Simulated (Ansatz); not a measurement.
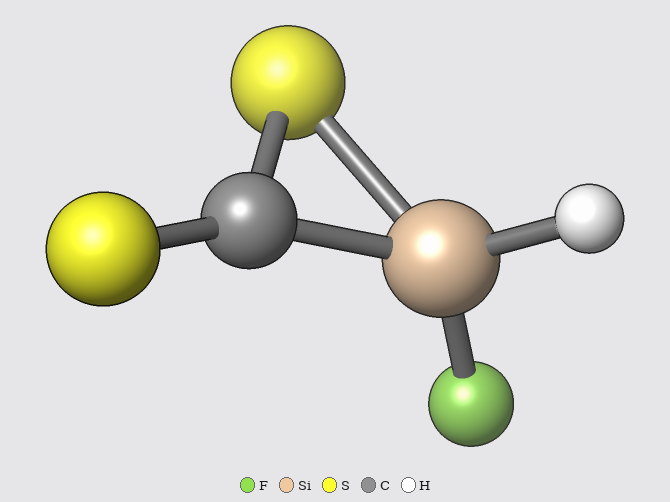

Ball-and-stick drawing of a structure.

The geometry was computed by an optimisation with PBE0-D4/def2-TZVP.

What does the picture show?

The molecule is CHFS2Si. SMILES: `F[Si@H]1SC1=S`. Independent rings (smallest set): 1 of 3 members. Among its groups: Si–H bond. This geometry has C1 symmetry.

The parts below concern this one geometry. Atoms keep their numbers from picture to picture.

**Dipole moment**

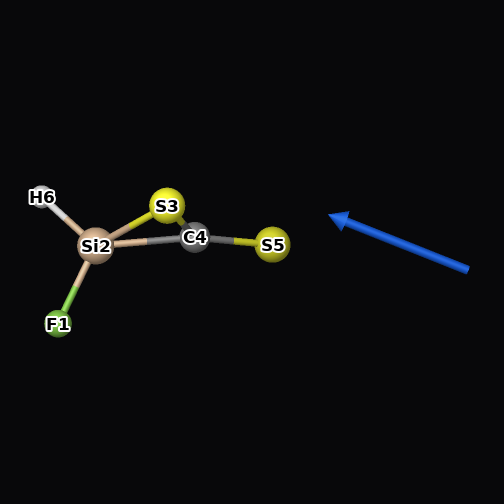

The arrow beside the molecule shows the direction of the dipole moment, from the negative to the positive end (its length means nothing). Method: RKS r2SCAN-D4/def2-TZVPP (Ansatz 0.2.0).

> Estimate the dipole moment.

2.26 D; it points from the side of S5 to the side of H6 (the outermost atoms at the two ends).

**Vibrations**

Harmonic vibrations computed with RKS PBE0-D4/def2-TZVP (Ansatz 0.2.0) at a stationary point of the same level.

> How many vibrational modes are there, and where do they lie?

12 modes: 137, 230, 267, 404, 416, 560, 605, 678, 824, 935, 1282, 2298 cm⁻¹.

**Levels of theory compared**

Program: Ansatz 0.2.0.

Tabulate HOMO energy (eV) at these levels: B3LYP-D4/def2-TZVPP; B97M-V/def2-TZVPP; BHLYP-D4/def2-TZVPP; BLYP-D4/def2-TZVPP; CAM-B3LYP-D4/def2-TZVPP; PBE-D4/def2-TZVPP; PBE0-D4/def2-SVP; r2SCAN-D4/def2-TZVPP; r2SCAN0-D4/def2-TZVPP; ωB97M-V/def2-QZVPP; ωB97M-V/def2-SVP.

```csv
level,HOMO energy (eV)
B3LYP-D4/def2-TZVPP,−6.29
B97M-V/def2-TZVPP,−5.66
BHLYP-D4/def2-TZVPP,−7.51
BLYP-D4/def2-TZVPP,−5.23
CAM-B3LYP-D4/def2-TZVPP,−7.76
PBE-D4/def2-TZVPP,−5.40
PBE0-D4/def2-SVP,−6.42
r2SCAN-D4/def2-TZVPP,−5.61
r2SCAN0-D4/def2-TZVPP,−6.66
ωB97M-V/def2-QZVPP,−8.61
ωB97M-V/def2-SVP,−8.42
```
